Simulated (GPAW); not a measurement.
Consider BaTiO3 (Pm-3m).

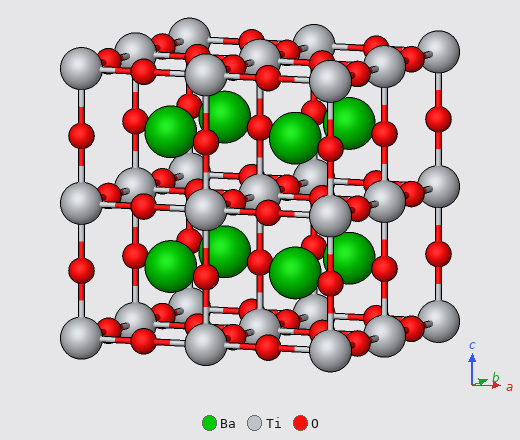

The structure (barium green, titanium light grey, oxygen red). 2×2×2 cells are drawn. Some periodic images of atoms are drawn too.

```xyz
5
Lattice="4.0060 0.0000 0.0000 0.0000 4.0060 0.0000 0.0000 0.0000 4.0060" Properties=species:S:1:pos:R:3 pbc="T T T"
Ba    2.0030    2.0030    2.0030
Ti    0.0000    0.0000    0.0000
O     0.0000    0.0000    2.0030
O     0.0000    2.0030    0.0000
O     2.0030    0.0000    0.0000
```

Absorber: atom 2, with 6 O at 2.00 Å (octahedral, site symmetry m-3m). Method: GPAW, LDA, full core hole (charged cell), 10-atom cell with 5.7 Å between holes, 5×5×5 k points, dipole transitions, Gaussian full width 0.94 eV up to 4 eV, rising linearly to 3.5 eV at 25 eV.

**Question.** Where do the maxima of the Ti K edge fall?

Main maxima up to 30 eV above the zero (height): 2.6 eV (0.15), 5.3 eV (0.63), 7.9 eV (0.22), 14.6 eV (2.73), 19.7 eV (2.43) and 26.5 eV (2.20). A K edge sees empty p states. The first eV above the zero hold little dipole weight, as the lowest empty bands are of d character; the main edge, of 4p character, rises through 0.6 near 12 eV above the zero. The total-energy difference plus the lowest empty eigenvalue puts the zero at 4970.80 eV. One term is added: -22.68 eV, since the hole is spin-paired here and a spin-polarised one costs that much less in the free atom (computed apart). The photon energy is then 4948.12 eV. The tabulated edge of the element is 4966 eV. The functional and the charged cell's background leave an error in such absolute values: in the free atom LDA prices this hole 13.2 eV below PBE (computed apart), and PBE is itself good to a few eV.

The Ti K spectrum (energy from the lowest empty level; intensity scaled to a mean of 1 over the first 20 eV):

```tsv
E (eV)	intensity
-2.0	0.00
-0.5	0.00
1.0	0.00
2.5	0.15
4.0	0.02
5.5	0.60
7.0	0.16
8.5	0.21
10.0	0.16
11.5	0.36
13.0	1.75
14.5	2.73
16.0	2.44
17.5	2.09
19.0	2.34
20.5	2.31
22.0	1.87
23.5	1.88
25.0	2.09
26.5	2.20
28.0	2.03
29.5	1.59
31.0	1.32
```

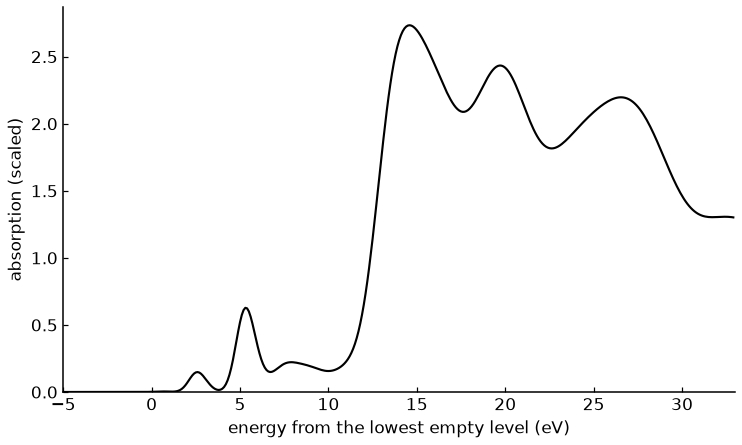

The Ti K edge.

Quadrupole 1s→3d transitions, which feed the pre-edge, are not in the dipole spectrum. The holes are only 5.7 Å apart, so the shape is probably not converged with cell size; no larger cell was run here. The mesh is coarse (0.31 Å⁻¹ between points), so small maxima may be mesh ripples. Lifetime broadening is put in by hand, and intensities beyond about 20 eV depend on it and on the partial waves. The structure is a published determination, not relaxed.

[Banner, clock and machine lines of the logs are left out without a mark of their own.]

[Logs are printed without paths, hosts, clocks, repeated set-up lines and the standing remarks that a program may print on its own settings, such as how far it seeks lower states.]

[Hosts, paths, dates, database ids (printed as entryN), source tags and the programs' standing remarks are cut or masked in the printed files.]

[Lists of maxima count a maximum above −3 eV only where it reaches 4 % of the highest in the window and stands out from its surroundings by 2 % of it (1.5 % where it reaches 55 %); shoulders and weaker maxima are passed over, and of the rest the first, up to two pre-edge ones and the few strongest are named.]
